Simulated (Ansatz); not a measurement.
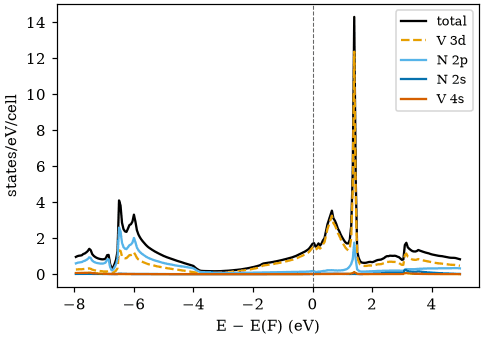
Figure: Total and projected density of states of VN (rock salt, Fm-3m), the program Ansatz at the LDA level (PAW)

Task: Which orbitals carry the states next to the Fermi level?

Result: Within 0.5 eV of the Fermi level: V 3d 88 %, N 2p 10 %. Projections are on Löwdin-orthogonalised atomic valence shells; empty p or d shells of many metals are not among them.

Task: Where is the tallest occupied peak in this window, and what makes it?

Result: Near -6.5 eV, about 4.1 states/eV per cell; the largest projected share is N 2p.

The cell was relaxed with LDA under the symmetry of its start; of distortions, only those at the zone centre were tested. No spin polarisation was allowed.

Potentials: the later of the program's two PAW sets.
